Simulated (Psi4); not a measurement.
**TiF4 (SMILES [F][Ti]([F])([F])[F]) at OMP2/def2-SVP (density fitting for correlation)**

What is the energy change on altering one bond length of TiF4 at OMP2/def2-SVP (density fitting for correlation)? 

The calculation is run with Psi4 1.11.

2 further runs of the same task are left out: 1 that didn't finish, 1 set aside as unsound or not needed.

## Step 1: The structure to begin with

The species is TiF4 (5 atoms), meant as a singlet with charge 0. SMILES: `[F][Ti]([F])([F])[F]`. The shape is that of a PBE0-D4/def2-TZVP optimisation.

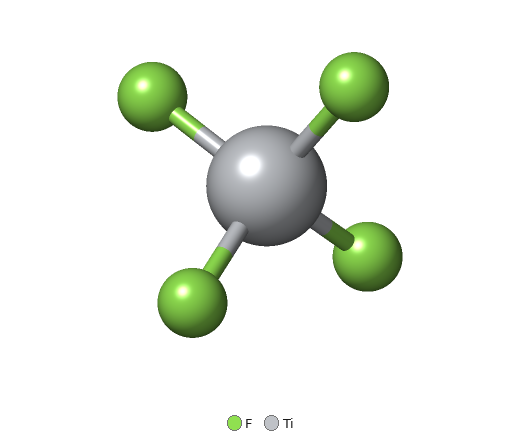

The structure, seen from a chosen angle (fluorine green, titanium light grey).

## Step 2: The energy at OMP2/def2-SVP (density fitting for correlation)

File input.dat:

```
memory 2200 mb

molecule {
  0 1
  F      0.175050    -0.756690     1.556510
  Ti    -0.000010     0.000040     0.000020
  F     -1.250130     1.207040     0.079520
  F     -0.427660    -1.200750    -1.183680
  F      1.502740     0.750380    -0.452370
  symmetry c1
  no_reorient
  no_com
}

set {
  basis           def2-SVP
  reference       rhf
  puream          true
  e_convergence   1e-09
  d_convergence   1e-08
  scf_type        pk
  num_frozen_docc 9
}

energy("omp2")
print_variables()
```

Started as:

```bash
$ psi4 -n 1 input.dat output.dat
```

output.dat:

```text
[...]
  Running in c1 symmetry.
[...]
  Nuclear repulsion =  331.469148447918315
[...]
  Multiplicity = 1
[...]
  Nalpha       = 29
  Nbeta        = 29
[...]
    Number of basis functions: 87
[...]
   @RHF iter   1: -1245.63165981236580   -1.82918e+00   1.04148e-02 DIIS/ADIIS
[...]
   @RHF iter  11: -1245.97989669774461   -7.50333e-12   4.72691e-09 DIIS
[...]
    Orbital Energies [Eh]
    ---------------------
    Doubly Occupied:
       1A   -183.654840     2A    -26.321504     3A    -26.321479
       4A    -26.321477     5A    -26.321477     6A    -21.827522
       7A    -18.201231     8A    -18.201230     9A    -18.201230
      10A     -3.168293    11A     -2.094693    12A     -2.094689
      13A     -2.094689    14A     -1.572035    15A     -1.552272
      16A     -1.552269    17A     -1.552265    18A     -0.728721
      19A     -0.728719    20A     -0.728711    21A     -0.716063
      22A     -0.716053    23A     -0.702632    24A     -0.681948
      25A     -0.681946    26A     -0.681945    27A     -0.663947
      28A     -0.663944    29A     -0.663943
[...]
  @RHF Final Energy: -1245.97989669774461
   => Energetics <=
    Nuclear Repulsion Energy =            331.4691484479183146
    One-Electron Energy =               -2376.0745597860463931
    Two-Electron Energy =                 798.6255146403833578
    Total Energy =                      -1245.9798966977446071
[...]
 Multipole Moments:
 ------------------------------------------------------------------------------------
     Multipole            Electronic (a.u.)      Nuclear  (a.u.)        Total (a.u.)
 ------------------------------------------------------------------------------------
 L = 1.  Multiply by 2.5417464519 to convert [e a0] to [Debye]
 Dipole X            :          0.0003937           -0.0004157           -0.0000220
 Dipole Y            :         -0.0011656            0.0013228            0.0001572
 Dipole Z            :         -0.0004090            0.0004913            0.0000823
 Magnitude           :                                                    0.0001788
[...]
	Warning: cc_lambda option is changed to TRUE
	For this residual convergence, default PCG convergence is:     1.00e-07
[...]
	DF-MP2 Total Energy (a.u.)         : -1247.04832360104956
[...]
	DF-MP2 Total Energy (a.u.)         : -1247.08367997328742
[...]
	DF-OMP2 Total Energy (a.u.)        : -1247.08367997328810
[...]
```

It took 80 s on 1 thread of AMD EPYC 7B13 (Zen 3), shared host; peak memory 0.34 GiB.

## Step 3: The distorted shape

File input.json:

```json
{
  "schema_name": "qcschema_input",
  "schema_version": 1,
  "molecule": {
    "schema_name": "qcschema_molecule",
    "schema_version": 2,
    "symbols": ["F", "Ti", "F", "F", "F"],
    "geometry": [0.45199603, -1.08962364, 3.27684746, 0.12118058, 0.34038881, 0.33550765, -2.24120385, 2.62128824, 0.48574087, -0.80816027, -2.26908864, -2.23683102, 2.96096651, 1.75832591, -0.51938556],
    "molecular_charge": 0,
    "molecular_multiplicity": 1,
    "fix_symmetry": "c1",
    "fix_com": true,
    "fix_orientation": true
  },
  "driver": "energy",
  "model": {
    "method": "omp2",
    "basis": "def2-SVP"
  },
  "keywords": {
    "reference": "rhf",
    "puream": true,
    "e_convergence": 1e-09,
    "d_convergence": 1e-08,
    "scf_type": "pk",
    "num_frozen_docc": 9
  }
}
```

Started as:

```bash
$ psi4 --qcschema input.json -n 1 --memory 2200MB
```

stdout:

```text
[...]
  Running in c1 symmetry.
[...]
  Nuclear repulsion =  320.404965706107077
[...]
  Multiplicity = 1
[...]
  Nalpha       = 29
  Nbeta        = 29
[...]
    Number of basis functions: 87
[...]
   @RHF iter   1: -1245.56182514896682   -1.94771e+00   1.06575e-02 DIIS/ADIIS
[...]
   @RHF iter  13: -1245.94594217691451   -5.68434e-12   9.53084e-09 DIIS
[...]
    Orbital Energies [Eh]
    ---------------------
    Doubly Occupied:
       1A   -183.709279     2A    -26.344251     3A    -26.344232
       4A    -26.344230     5A    -26.257944     6A    -21.876952
       7A    -18.251271     8A    -18.251268     9A    -18.251268
      10A     -3.201972    11A     -2.128713    12A     -2.128709
      13A     -2.109837    14A     -1.587297    15A     -1.572725
      16A     -1.572723    17A     -1.482318    18A     -0.746857
      19A     -0.746855    20A     -0.732148    21A     -0.723956
      22A     -0.723950    23A     -0.706613    24A     -0.692875
      25A     -0.692872    26A     -0.683420    27A     -0.625403
      28A     -0.606765    29A     -0.606764
[...]
  @RHF Final Energy: -1245.94594217691451
   => Energetics <=
    Nuclear Repulsion Energy =            320.4049657061070775
    One-Electron Energy =               -2353.2948802406544928
    Two-Electron Energy =                 786.9439723576329015
    Total Energy =                      -1245.9459421769145138
[...]
 Multipole Moments:
 ------------------------------------------------------------------------------------
     Multipole            Electronic (a.u.)      Nuclear  (a.u.)        Total (a.u.)
 ------------------------------------------------------------------------------------
 L = 1.  Multiply by 2.5417464519 to convert [e a0] to [Debye]
 Dipole X            :         -5.7841856            5.9383585            0.1541729
 Dipole Y            :        -16.2435639           16.6766706            0.4331068
 Dipole Z            :        -16.0116403           16.4385140            0.4268737
 Magnitude           :                                                    0.6273531
[...]
	Warning: cc_lambda option is changed to TRUE
	For this residual convergence, default PCG convergence is:     1.00e-07
[...]
	DF-MP2 Total Energy (a.u.)         : -1247.01953558849027
[...]
	DF-MP2 Total Energy (a.u.)         : -1247.05816758460196
[...]
	DF-OMP2 Total Energy (a.u.)        : -1247.05816758443302
[...]
```

The result, in JSON:

```text
{
 "driver": "energy",
 "model": {
  "method": "omp2",
  "basis": "def2-SVP"
 },
 "success": true,
 "return_result": -1247.058167584433,
 "properties": {
  "calcinfo_nbasis": 87,
  "calcinfo_nmo": 87,
  "calcinfo_nalpha": 29,
  "calcinfo_nbeta": 29,
  "calcinfo_natom": 5,
  "nuclear_repulsion_energy": 320.4049657061071,
  "return_energy": -1247.058167584433,
  "scf_one_electron_energy": -2353.2948802406545,
  "scf_two_electron_energy": 786.9439723576329,
  "scf_dipole_moment": [0.15417293533940413, 0.43310676526600034, 0.42687371048184275],
  "scf_total_energy": -1245.9459421769145,
  "scf_iterations": 13,
  "mp2_singles_energy": 0.0,
  "mp2_doubles_energy": -1.0735934115756962,
  "mp2_correlation_energy": -1.0735934115757573,
  "mp2_total_energy": -1247.0195355884903
 }
}
```

Run time: 80 s. Hardware: 1 thread of AMD EPYC 7B13 (Zen 3), shared host; peak memory 0.34 GiB.

## Step 4: Results

At OMP2/def2-SVP (density fitting for correlation), 9 core orbitals frozen:

| quantity | value |
| --- | --- |
| first shape: total energy | -1247.08368 Eh |
| first shape: HOMO energy (Hartree–Fock orbitals) | -18.07 eV |
| first shape: LUMO energy (Hartree–Fock orbitals) | 0.74 eV |
| first shape: HOMO–LUMO gap (Hartree–Fock orbitals) | 18.81 eV |
| first shape: correlation energy (9 core orbitals frozen) | -1103.8 mEh |
| distorted shape: total energy | -1247.05817 Eh |
| distorted shape: HOMO energy (Hartree–Fock orbitals) | -16.51 eV |
| distorted shape: LUMO energy (Hartree–Fock orbitals) | -0.29 eV |
| distorted shape: HOMO–LUMO gap (Hartree–Fock orbitals) | 16.22 eV |
| distorted shape: correlation energy (9 core orbitals frozen) | -1112.2 mEh |
| energy change with the Ti2–F4 bond stretched from 1.740 to 2.000 Å | 0.694 eV |

**Reading.** With the Ti2–F4 bond stretched from 1.740 to 2.000 Å the energy rises by 0.69 eV (67.0 kJ/mol). The first shape isn't relaxed at this level, so the change isn't measured from a minimum.
